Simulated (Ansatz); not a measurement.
CH$_{5}$BCl: several calculations on one system

## 1. Relaxation

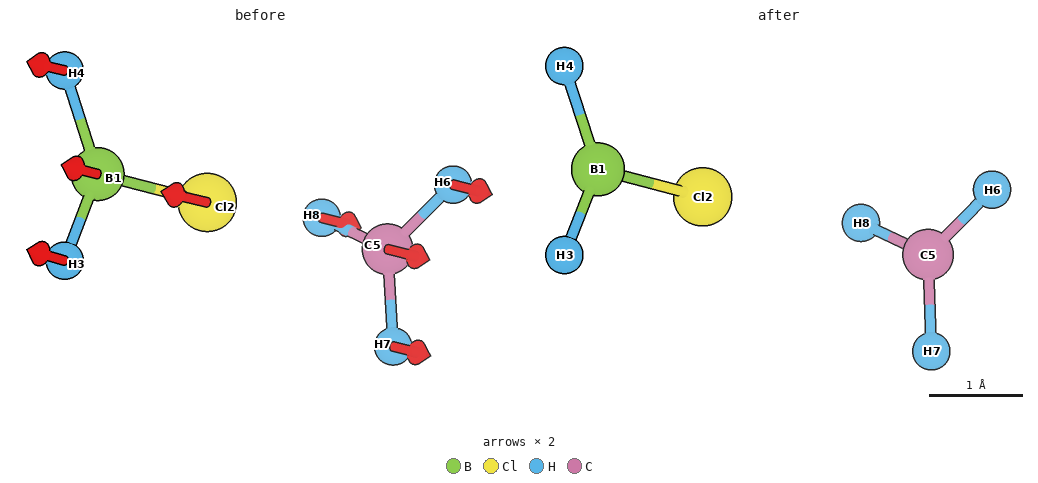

The structure of CH₅BCl (multiplicity 2) before (left) and after (right) a relaxation, at one scale. The red arrows give the displacements, magnified 2 times.

Style: ball-and-stick. Shown from a free direction.

The run prepares an end point of a later path (reaction) calculation, from a guessed geometry.

These are results of UKS B3LYP/6-31G* in Ansatz, not measurements. Settings: collinear spin; force threshold 0.03 eV/Å; at most 50 steps.

Summarise the run.

Answer. Over 4 accepted moves (5 points after the start) the energy falls by 10.9 kJ/mol. The largest force component goes from 1.5 to 0.024 eV/Å. The line search rejected the trial step at point 4 of the run. The largest move after the best rigid fit is that of Cl2, 0.38 Å. By element the largest moves are Cl 0.38 Å, C 0.35 Å, H 0.33 Å, B 0.31 Å. Near-neighbour distances that change, for instance: B1–Cl2 1.818 → 1.750 Å.

Limits of the set-up: the start holds two separate molecules, 3.0 Å apart at their closest, whose relative position is a soft coordinate and is computed without a dispersion correction.

## 2. Relaxation

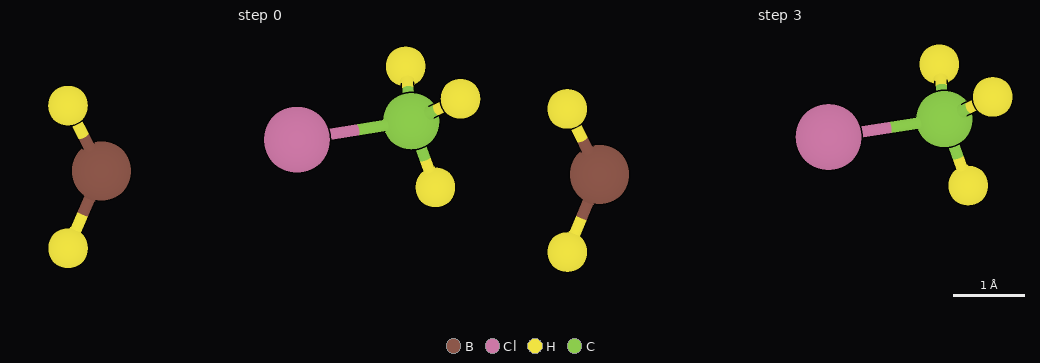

The structure of CH5BCl (multiplicity 2) before (left) and after (right) a relaxation, at one scale.

The picture is a ball-and-stick view, seen at a tilt.

The run prepares an end point of a later path (reaction) calculation, from a guessed geometry.

Level of theory: Ansatz, UKS B3LYP/6-31G*. Set-up: collinear spin; force threshold 0.03 eV/Å; at most 50 steps.

Summarise the run.

Answer. The atom that moves furthest after the best rigid fit is the B atom (0.34 Å). By element the largest moves are B 0.34 Å, H 0.33 Å, C 0.21 Å, Cl 0.20 Å. Near-neighbour distances that change, for instance: C–Cl 1.793 → 1.805 Å. Over 3 geometry steps the energy falls by 0.034 eV. Largest force component: 0.38 eV/Å at the start, 0.005 eV/Å at the end. The run took 15 s on 1 thread of Arm Neoverse V1, with other jobs on the host, peak memory 0.14 GiB.

Limits of the set-up: the start holds two separate molecules, 3.1 Å apart at their closest, whose relative position is a soft coordinate and is computed without a dispersion correction.

## 3. Path

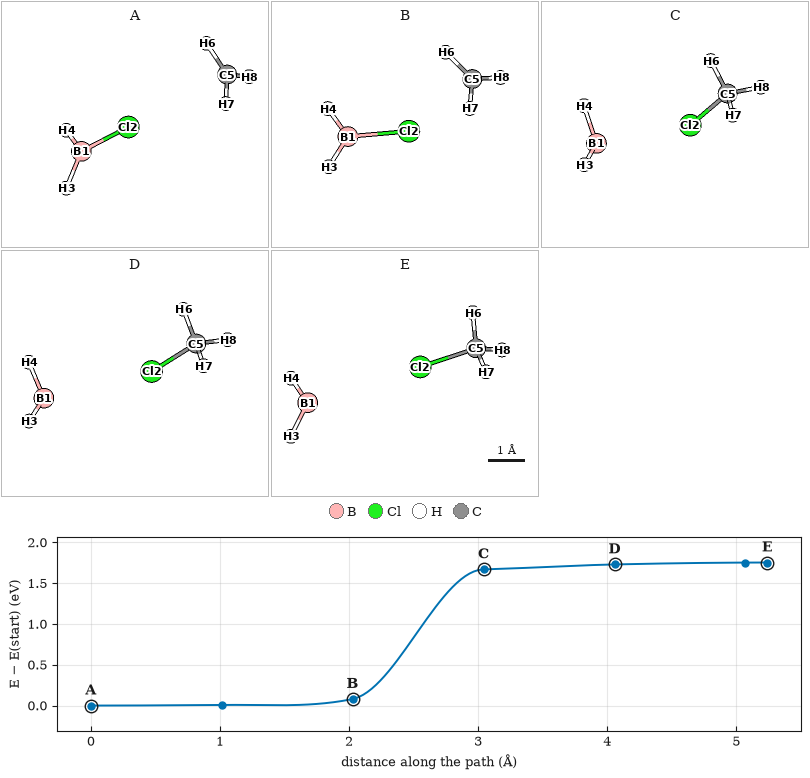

NEB run on CH$_{5}$BCl (multiplicity 2), made up at the start of BH2Cl and CH₃. Images are numbered from 0 (start) to 6 (end). Frames A to E are images 0, 2, 3, 4, 6. Style: ball-and-stick. Shown from a free direction.

These are results of UKS B3LYP/6-31G* (Ansatz 0.2.0), not measurements. Run with 5 movable images; climbing image; force threshold 0.03 eV/Å; iteration limit 60; starting path through a guess of the saddle point.

> What happens along the path, and what is the barrier?

Breaking: B1–Cl2 (1.75 → 3.60 Å). Forming: Cl2–C5 (3.72 → 1.80 Å). No barrier shows: the energy is highest at the end, and the end lies 1.75 eV above the start. The band converged in 39 iterations. The largest component of the band force went from 3.3 to 0.024 eV/Å.

Limits of the set-up: the start holds two separate molecules, 3.7 Å apart at their closest, whose relative position is a soft coordinate and is computed without a dispersion correction.
